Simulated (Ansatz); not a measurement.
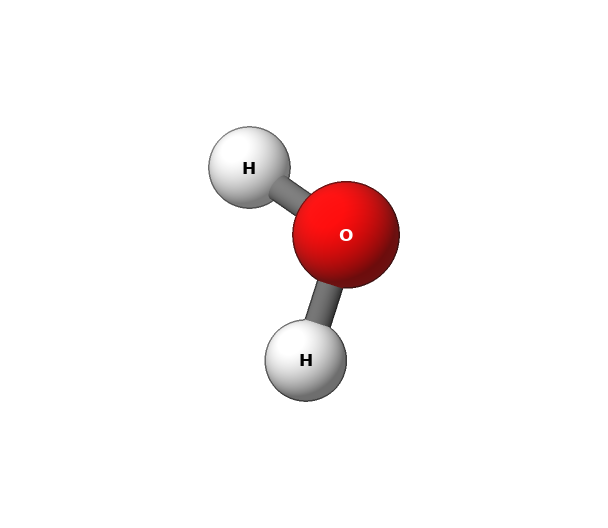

The picture shows a molecular structure as a ball-and-stick model.

What does the picture show?

The molecule is H₂O. This geometry has C2v symmetry. Coordination: 1 O bent.

The parts below concern this one geometry. Atoms keep their numbers from picture to picture. The geometry was computed by an optimisation with PBE0-D4/def2-TZVP.

**Geometry**

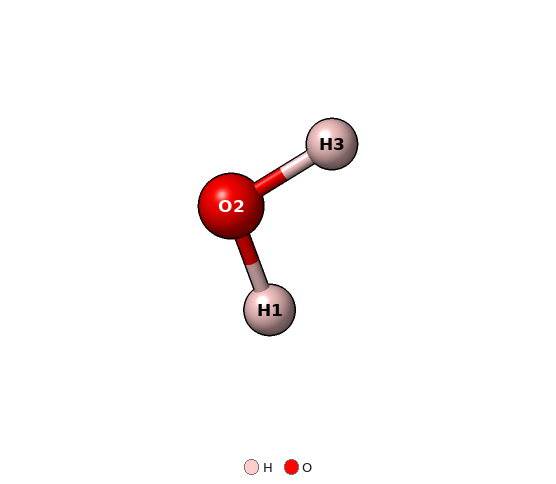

The atoms are numbered.

List the bonds and their lengths.

| bond | length (Å) |
| --- | --- |
| H1–O2 | 0.960 |
| O2–H3 | 0.960 |

**Vibrations**

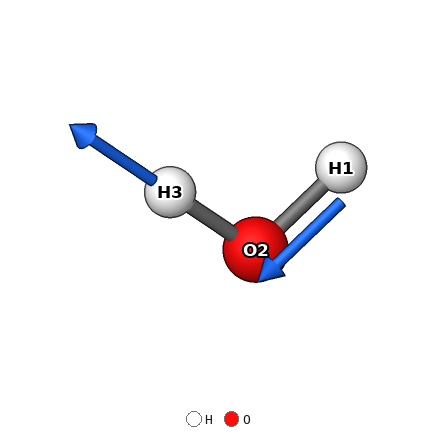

The arrows show one normal mode. Harmonic vibrations computed with RKS PBE0-D4/def2-TZVP (Ansatz 0.2.0) at a stationary point of the same level.

**What kind of motion is it?**

Mostly out-of-phase stretching of 2 O–H bonds.

**At what wavenumber does it lie?**

3959 cm⁻¹; it is mode 3 of 3 counted from the lowest.

**Dipole moment**

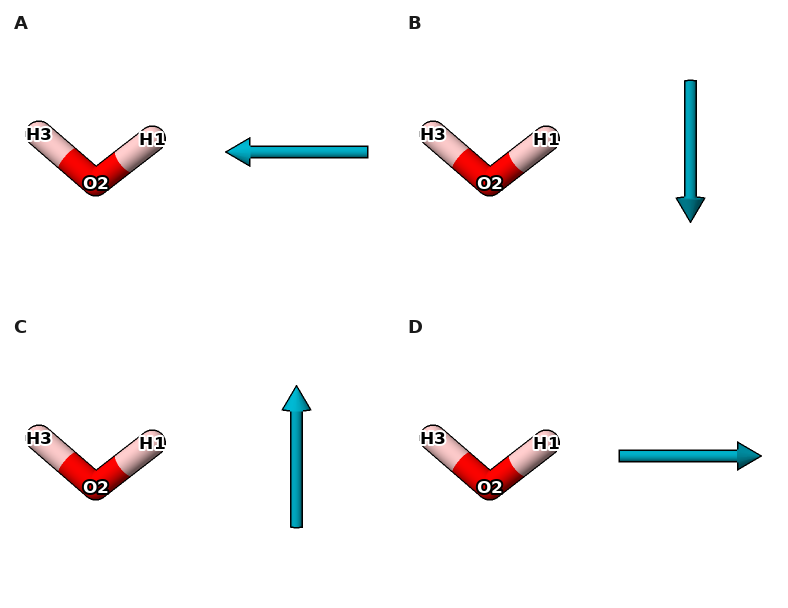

The same molecule four times, each with an arrow. Level of theory: RKS PBE0-D4/def2-TZVP (Ansatz 0.2.0).

**Which arrow points along the dipole moment, from the negative to the positive end?**

C. The dipole moment is 2.07 D; it points from the side of O2 to the side of H1, H3 (the outermost atoms at the two ends).

**Charges**

The questions are on Mulliken charges. Level of theory: RKS PBE0-D4/def2-TZVP (Ansatz 0.2.0).

List the Mulliken charges.

```csv
atom,value (e)
H1,0.32
O2,−0.65
H3,0.32
```

Mulliken values depend strongly on the basis set and can even reverse the polarity of a bond.
